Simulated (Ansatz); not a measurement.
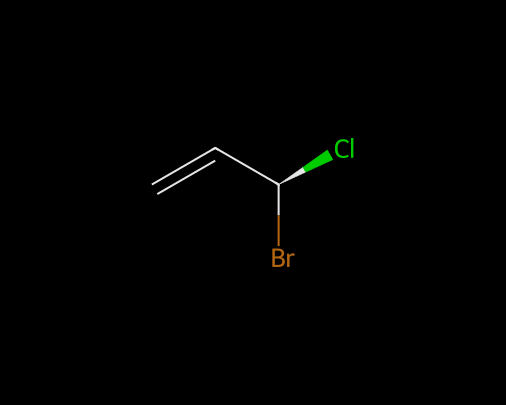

Skeletal drawing of a molecule.

**Write the SMILES.**

C=C[C@@H](Cl)Br

**What is the molecular formula?**

C3H4BrCl.

**An optimisation with PBE0-D4/def2-TZVP gave a structure of which point group?**

C1.

More results for the same structure follow; atom numbers are the same in all pictures, views and colours differ. The computed structure is the end point of a PBE0-D4/def2-TZVP optimisation.

## Charges

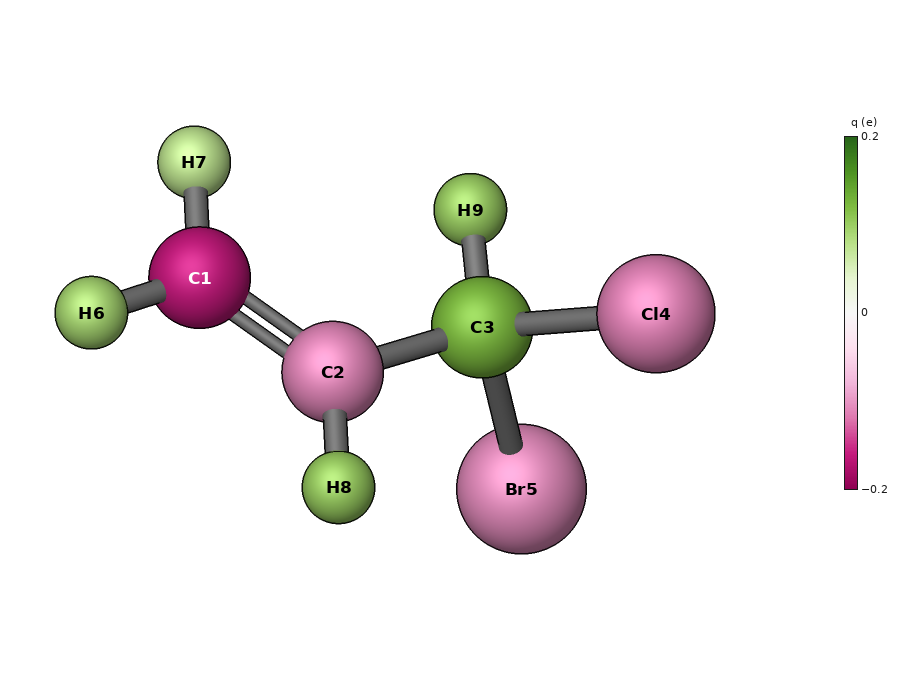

Atoms are coloured by their Mulliken charges. Level of theory: RKS r2SCAN-D4/def2-TZVPP (Ansatz 0.2.0).

**Which atom carries the highest charge (most positive or least negative)?**

C3 (0.12 e).

**And the lowest?**

C1 (−0.16 e).

Give the Mulliken charges atom by atom.

```
atom  value (e)
  C1      −0.16
  C2      −0.11
  C3       0.12
 Cl4      −0.11
 Br5      −0.11
  H6       0.09
  H7       0.07
  H8       0.10
  H9       0.10
```

## Dipole moment

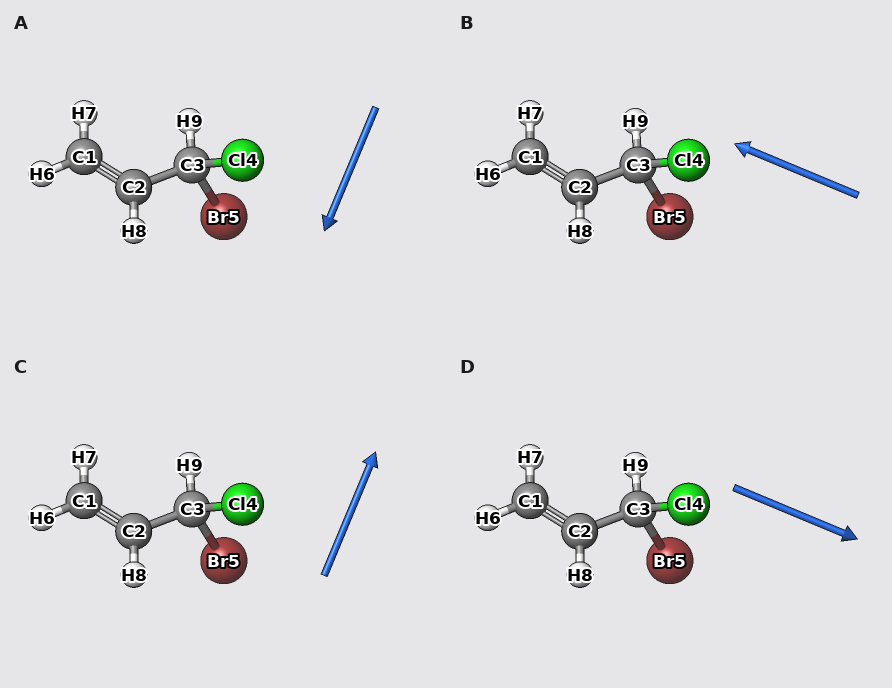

The same molecule four times, each with an arrow. Properties computed with RKS PBE0-D4/def2-TZVP (Ansatz 0.2.0).

**Which arrow points along the dipole moment, from the negative to the positive end?**

B. The dipole moment is 2.05 D; it points from the side of Br5 to the side of H6 (the outermost atoms at the two ends).

## Vibrations

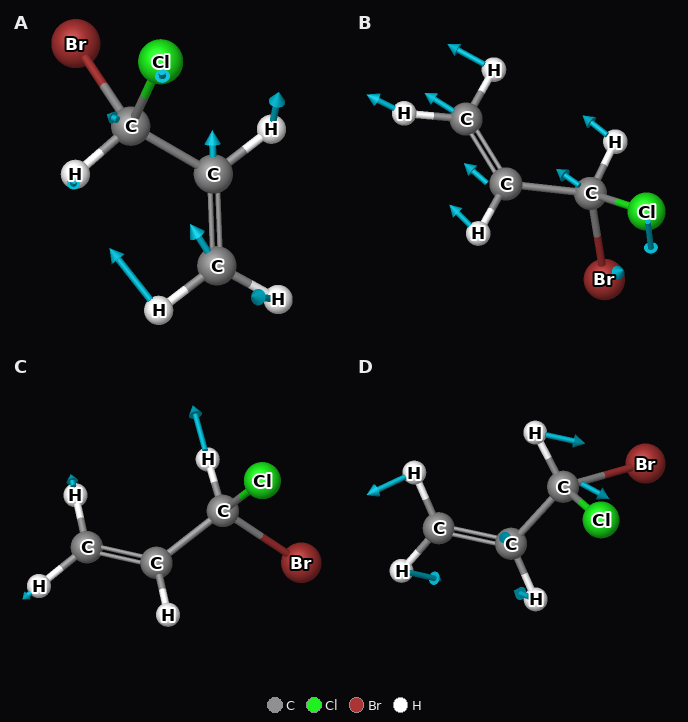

4 normal modes of one molecule or complex, as arrows. Harmonic vibrations computed with RKS PBE0-D4/def2-TZVP (Ansatz 0.2.0) at a stationary point of the same level.

**Match the panels to the wavenumbers 214 cm⁻¹, 380 cm⁻¹, 708 cm⁻¹, 3164 cm⁻¹.**

A: 380 cm⁻¹
B: 214 cm⁻¹, Br–C–Cl bending
C: 3164 cm⁻¹, C–H stretching
D: 708 cm⁻¹

## Thermal motion

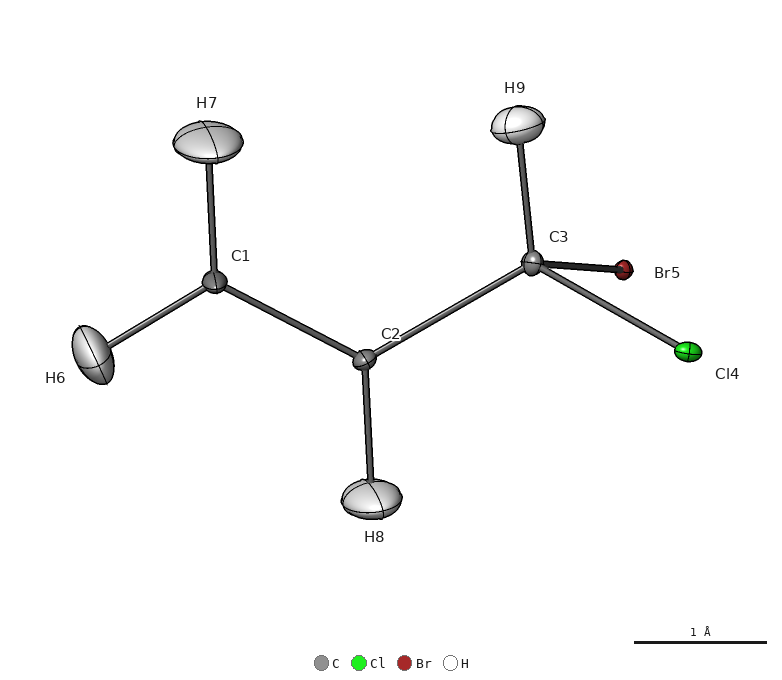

Displacement ellipsoids at the 50 % level, from the internal vibrations of the free molecule (harmonic, no overall translation or rotation; no half-axis is drawn under 0.075 Å). Vibrations computed with RKS PBE0-D4/def2-TZVP (Ansatz 0.2.0). Temperature: 400 K.

**Which atom has the largest mean-square displacement?**

H7, with U_eq = 0.0654 Å².

**Does H7 move more along its bond or across it?**

Across it: the root-mean-square amplitude is 0.077 Å along the bond and up to 0.402 Å across, since bending and torsion are softer than stretching.

List U_eq and the three principal root-mean-square amplitudes for each kind of atom.

```csv
atom,U_eq (Å²),rms amplitudes (Å)
C1,0.0135,"0.033, 0.061, 0.189"
C2,0.0046,"0.049, 0.062, 0.087"
C3,0.0038,"0.050, 0.063, 0.071"
Cl4,0.0028,"0.016, 0.058, 0.068"
Br5,0.00085,"0.007, 0.027, 0.042"
H6,0.0369,"0.090, 0.152, 0.282"
H7,0.0654,"0.076, 0.168, 0.402"
H8,0.0416,"0.084, 0.144, 0.311"
H9,0.0150,"0.093, 0.131, 0.139"
```

Mulliken values depend strongly on the basis set and can even reverse the polarity of a bond.
